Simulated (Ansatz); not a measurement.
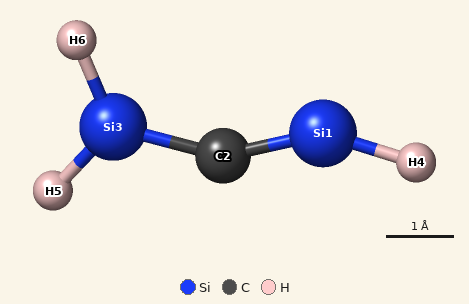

The structure (ball-and-stick view, seen at a tilt; atoms are numbered from 1 in the order of the input).

# Two runs on CH3Si2

System: CH3Si2, charge +1, SMILES [SiH]#C[SiH2+].
Method of the first run: RHF-CCSD(T), frozen core/def2-TZVPP (Ansatz 0.2.0).

The geometry comes from this level: PBE0-D4/def2-TZVP. Text and figures count atoms from 1; the logs count them from 0 in places.

### Input file, the first run
```yaml
crystal:
  periodic: [false, false, false]
  atoms:
    - {symbol: Si, position_ang: [-1.359540, -1.298731, -0.281996]}
    - {symbol: C, position_ang: [-0.077064, -0.291749, -0.347279]}
    - {symbol: Si, position_ang: [0.901861, 0.954402, 0.329218]}
    - {symbol: H, position_ang: [-2.153100, -2.366352, -0.920739]}
    - {symbol: H, position_ang: [2.079125, 1.432041, -0.414220]}
    - {symbol: H, position_ang: [0.608718, 1.570389, 1.635015]}
basis:
  gaussian: {orbitals: def2-TZVPP}
total_charge: 1
correlation: {method: ccsd_t}
```

Launched with:
```bash
ansatz run in.yaml --threads 2 --pin off --events-out ev --progress --plain --max-ram 4352MiB
```

Hardware: 2 threads of Arm Neoverse V2, 95 GiB of memory available, shared host.

### Output (the first run)
```
Functional definition: HF
  exchange = exact_x
  correlation = 0
912 factors; integrals over basis functions are off by at most 1.1e-3 eV
mean field evaluation 1: about -16783.1326 eV, gradient 5.8e1 eV
mean field evaluation 2: about -16783.3080 eV, gradient 5.8e1 eV
mean field evaluation 4: about -16792.0231 eV, gradient 6.7e0 eV
mean field evaluation 8: about -16792.2347 eV, gradient 7.5e-1 eV
mean field evaluation 16: about -16792.2460 eV, gradient 9.1e-7 eV
mean field evaluation 32: about -16782.5946 eV, gradient 2.6e1 eV
mean field evaluation 64: about -16784.6422 eV, gradient 1.1e-2 eV
mean field evaluation 96: about -16783.2910 eV, gradient 3.7e-4 eV
mean field -16792.24600604 eV, -617.1036585288 hartree, gradient 2.4e-6 eV, S^2 0.000000; 2 other end points of the search recorded, 0 dependent functions left out; unrestricted orbitals would lower it
11 core orbitals not correlated: weight in the atoms' cores, before any rotation towards them, 1.000 or more for the frozen orbitals, at most 0.000 for the correlated occupied ones
reference -16792.24600604 eV, -617.1036585288 hartree; 7, 7 occupied and 139, 139 virtual orbitals, 912 factors
second order -9.90439945 eV of doubles, -0.00000000 eV of singles
cycle   1  -10.12740823 eV  change   -2.2e-1 eV  update   1.1e-1
cycle   2  -10.53916358 eV  change   -4.1e-1 eV  update   4.0e-2
cycle   3  -10.66826473 eV  change   -1.3e-1 eV  update   2.2e-2
cycle   4  -10.66341771 eV  change    4.8e-3 eV  update   6.2e-3
cycle   5  -10.66272231 eV  change    7.0e-4 eV  update   3.1e-3
cycle   6  -10.66297401 eV  change   -2.5e-4 eV  update   8.5e-4
cycle   7  -10.66282006 eV  change    1.5e-4 eV  update   3.5e-4
cycle   8  -10.66298152 eV  change   -1.6e-4 eV  update   1.7e-4
cycle   9  -10.66294667 eV  change    3.5e-5 eV  update   7.2e-5
cycle  10  -10.66289537 eV  change    5.1e-5 eV  update   3.0e-5
cycle  11  -10.66289848 eV  change   -3.1e-6 eV  update   1.5e-5
perturbative correction -0.64119532 eV, -0.0235634935 hartree
Total energy: -16803.55009984 eV, -617.5190763138 hartree
```

The input of the second run differs as follows (lines with − go, lines with + come):
```diff
-    - {symbol: Si, position_ang: [-1.359540, -1.298731, -0.281996]}
-    - {symbol: C, position_ang: [-0.077064, -0.291749, -0.347279]}
-    - {symbol: Si, position_ang: [0.901861, 0.954402, 0.329218]}
-    - {symbol: H, position_ang: [-2.153100, -2.366352, -0.920739]}
-    - {symbol: H, position_ang: [2.079125, 1.432041, -0.414220]}
-    - {symbol: H, position_ang: [0.608718, 1.570389, 1.635015]}
+    - {symbol: Si, position_ang: [-1.578024, -1.431003, 0.013856]}
+    - {symbol: C, position_ang: [-0.539351, -0.179603, 0.582969]}
+    - {symbol: Si, position_ang: [0.673870, 0.888381, 0.359059]}
+    - {symbol: H, position_ang: [-1.498193, -1.964962, -1.357161]}
+    - {symbol: H, position_ang: [-2.589347, -1.998914, 0.920612]}
+    - {symbol: H, position_ang: [1.526496, 1.956738, 0.915257]}
```

Predict how the results change.

With the same method and basis, the second run lies 0.01 kcal/mol higher.

### Output (the second run)
```
Functional definition: HF
  exchange = exact_x
  correlation = 0
912 factors; integrals over basis functions are off by at most 1.0e-3 eV
mean field evaluation 1: about -16783.1320 eV, gradient 5.8e1 eV
mean field evaluation 2: about -16783.3072 eV, gradient 5.8e1 eV
mean field evaluation 4: about -16792.0230 eV, gradient 6.7e0 eV
mean field evaluation 8: about -16792.2347 eV, gradient 7.5e-1 eV
mean field evaluation 16: about -16792.2461 eV, gradient 9.1e-7 eV
mean field evaluation 32: about -16782.5947 eV, gradient 2.6e1 eV
mean field evaluation 64: about -16783.2243 eV, gradient 2.9e1 eV
mean field -16792.24607813 eV, -617.1036611781 hartree, gradient 2.4e-6 eV, S^2 0.000000; 2 other end points of the search recorded, 0 dependent functions left out; unrestricted orbitals would lower it
11 core orbitals not correlated: weight in the atoms' cores, before any rotation towards them, 1.000 or more for the frozen orbitals, at most 0.000 for the correlated occupied ones
reference -16792.24607813 eV, -617.1036611781 hartree; 7, 7 occupied and 139, 139 virtual orbitals, 912 factors
second order -9.90404786 eV of doubles, -0.00000000 eV of singles
cycle   1  -10.12722118 eV  change   -2.2e-1 eV  update   1.1e-1
cycle   2  -10.53895344 eV  change   -4.1e-1 eV  update   4.0e-2
cycle   3  -10.66802918 eV  change   -1.3e-1 eV  update   2.2e-2
cycle   4  -10.66317807 eV  change    4.9e-3 eV  update   6.2e-3
cycle   5  -10.66248022 eV  change    7.0e-4 eV  update   3.1e-3
cycle   6  -10.66273407 eV  change   -2.5e-4 eV  update   8.5e-4
cycle   7  -10.66257967 eV  change    1.5e-4 eV  update   3.5e-4
cycle   8  -10.66274071 eV  change   -1.6e-4 eV  update   1.7e-4
cycle   9  -10.66270646 eV  change    3.4e-5 eV  update   7.2e-5
cycle  10  -10.66265438 eV  change    5.2e-5 eV  update   3.0e-5
cycle  11  -10.66265686 eV  change   -2.5e-6 eV  update   1.5e-5
perturbative correction -0.64113960 eV, -0.0235614456 hartree
Total energy: -16803.54987459 eV, -617.5190680359 hartree
```

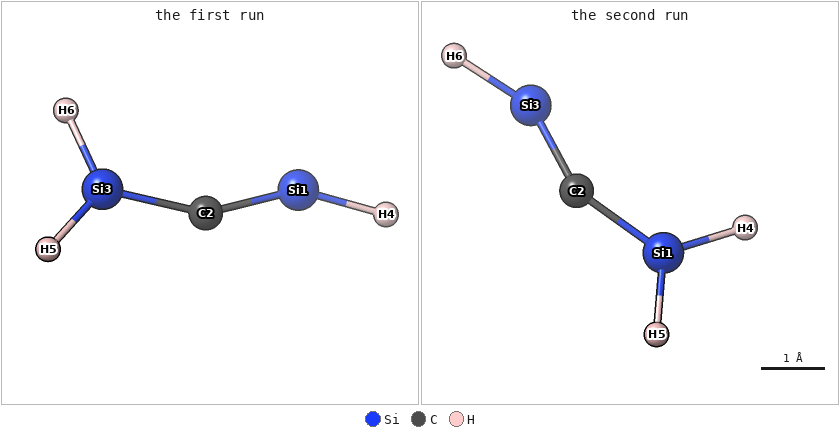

The two input geometries at one scale (ball-and-stick view, seen at a tilt). H5 moves most after the best rigid fit: 3.33 Å. Largest moves by element: H 3.33 Å, Si 1.52 Å, C 0.87 Å. Among the contacts that change: Si3–H5 1.472 → 4.393 Å, Si1–H5 4.393 → 1.472 Å, C2–Si3 1.723 → 1.632 Å, Si1–C2 1.632 → 1.723 Å.

### The two runs side by side

```tsv
quantity	the first run	the second run
outcome	converged	converged
total energy (hartree)	−617.519076	−617.519068
wall time (shared host)	11 s	9.5 s
```
